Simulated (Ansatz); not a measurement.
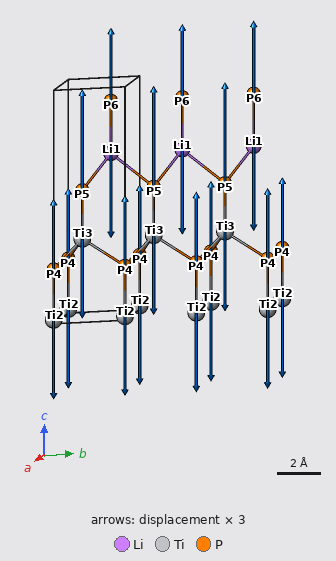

This is a relaxation of crystalline LiTi2P3 (built on the MnCd2Te3-156 type type). The starting structure is drawn; blue arrows show the displacements (the part carried along by the change of the cell is left out), magnified 3 times.

The picture is a ball-and-stick view of the cell of the calculation, repeated 1 × 3 × 1 with one cell outlined, seen slightly off an axis.

The calculation used Ansatz, DFT, r2SCAN+rVV10, plane waves, PAW.

Input file:
```yaml
crystal:
  lattice:
    - [3.5472715113, -2.6e-09, 0.0]
    - [-1.7736357534, 3.0720272442, 0.0]
    - [0.0, 0.0, 11.111911863]
  atoms:
    - { symbol: Li, position: [0.3333333333, 0.6666666667, 0.6895262101] }
    - { symbol: Ti, position: [0.0, 0.0, 1.0170975688] }
    - { symbol: Ti, position: [0.6666666667, 0.3333333333, 0.3438180329] }
    - { symbol: P, position: [0.0, 0.0, 0.2333055952] }
    - { symbol: P, position: [0.6666666667, 0.3333333333, 0.5517252589] }
    - { symbol: P, position: [0.3333333333, 0.6666666667, 0.914527334] }
kpoints:
  mp_grid: { grid: [12, 12, 2] }
hamiltonian:
  xc: r2scan
  dispersion: rvv10
scf:
  occupations: { method: fermi_dirac, width: 0.03 }
relax:
  f_tol: 0.01
  cell: {}
  max_steps: 120
```

Command:
```bash
ansatz run input.yaml --threads 2 --pin off --max-ram 18432MiB --backend cpu --events-out ev --progress --plain --runs-dir out
```

### Describe the change and its energy.

Over 30 accepted moves (33 points after the start) the energy falls by 580 meV per atom. The largest force component goes from 0.16 to 0.0094 eV/Å. The pressure goes from 1.94 to −0.03 GPa. The line search rejected the trial steps at points 6, 7 of the run. At 1 point the geometry stayed and the basis and grid were re-selected for the new cell (energy shift of 0.6 meV per atom at most each time). The largest move relative to the cell is that of P5, 1.60 Å along +c. By element the largest moves are P 1.60 Å, Li 1.35 Å, Ti 1.27 Å. Cell: a = b 3.547 → 3.514 Å (−0.9 %), c 11.112 → 9.133 Å (−17.8 %). Volume −19.4 %. Some distances before and after: Ti2–P5 5.562 → 2.454 Å, Li1–P4 5.468 → 2.643 Å, Ti3–P6 5.191 → 2.518 Å, Ti3–P5 2.310 → 4.770 Å. New bonds form: Li1–P4 (5.47 → 2.64 Å), Ti2–P5 (5.56 → 2.45 Å), Ti3–P6 (5.19 → 2.52 Å). Bonds break: Li1–P6 (2.50 → 4.57 Å), Ti2–P4 (2.40 → 4.36 Å), Ti3–P5 (2.31 → 4.77 Å). Among the angles between lasting bonds that change: P6–Ti2–P6 98.4° → 88.5°, Ti2–P6–Ti2 98.4° → 88.5°, P4–Ti3–P4 95.9° → 91.4°. The space group (tolerance 0.01 Å) goes from P3m1 (No. 156) to P-3m1 (No. 164).
